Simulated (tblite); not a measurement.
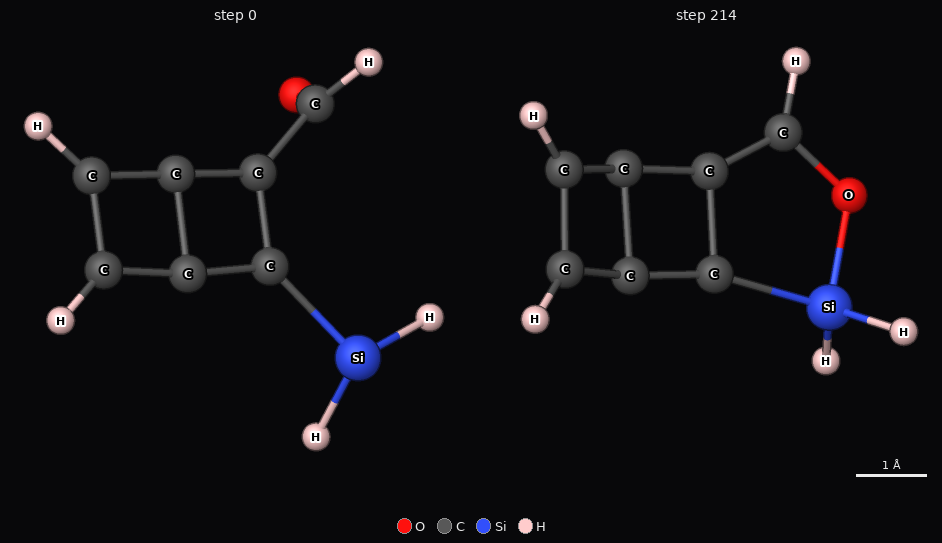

The structure of C$_{7}$H$_{5}$OSi (multiplicity 2) before (left) and after (right) a relaxation, at one scale.

The picture is a ball-and-stick view, seen at a tilt.

The calculation used tblite, GFN2-xTB geometry optimisation, gas phase. 

**Describe what moved and what it gained.**

The energy falls by 72.2 kcal/mol in 214 geometry steps. The atom that moves furthest after the best rigid fit is the O atom (2.02 Å). Largest moves by element: O 2.02 Å, H 1.64 Å, Si 0.92 Å, C 0.49 Å. Among the contacts that change: O–Si 4.265 → 1.687 Å, C–Si 3.729 → 2.589 Å, C–C 1.469 → 1.353 Å, C–C 1.374 → 1.487 Å. New bonds form, among them: O–Si (4.27 → 1.69 Å). Bond angles that change, for instance: C–C–Si 129.4° → 163.7°, C–C–Si 137.2° → 104.0°, C–C–C 178.7° → 158.3°. Groups turn about C–C by about 95°. Cost: 1.7 s on 1 thread of Arm Neoverse V1, on a shared host.
